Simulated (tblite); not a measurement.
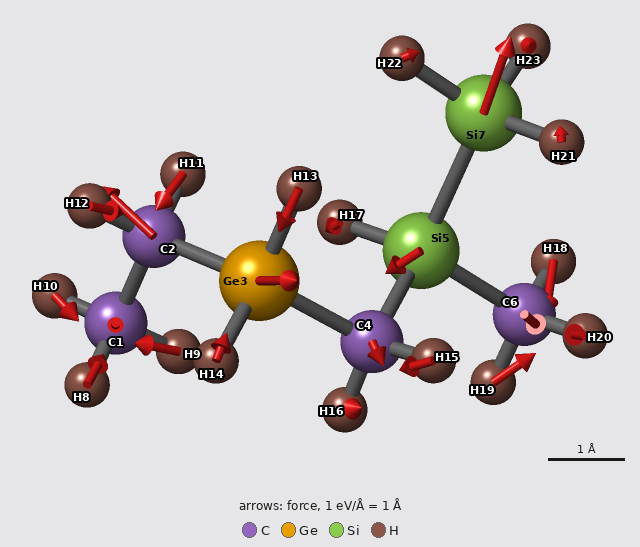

Starting geometry of C4H16GeSi2 with the computed forces as red arrows. A ball-and-stick model, seen from a free direction.

Level of theory: GFN2-xTB geometry optimisation, gas phase (tblite 0.8.0). 

Question: Is this structure relaxed? If not, where do the atoms go?

Answer: It isn't relaxed: the largest force vector, on Si7, is 1.19 eV/Å. The final displacements have little in common with the starting forces (cosine between the two patterns 0.16). The largest moves after the best rigid fit, 0.58 Å, are those of H21 and H22. Largest moves by element: H 0.58 Å, Si 0.21 Å, C 0.18 Å, Ge 0.14 Å. Near-neighbour distances that change, for instance: Si5–Si7 2.229 → 2.319 Å, Ge3–H13 1.563 → 1.510 Å, C2–Ge3 1.931 → 1.981 Å, Ge3–H14 1.552 → 1.516 Å. Among the angles between lasting bonds that change: H15–C4–H16 110.6° → 106.5°, H13–Ge3–H14 109.0° → 105.1°, Ge3–C4–Si5 110.1° → 113.6°. Over 142 geometry steps the energy falls by 7.31 kcal/mol. Cost: 1.5 s on 1 thread of Arm Neoverse V1 (shared host).
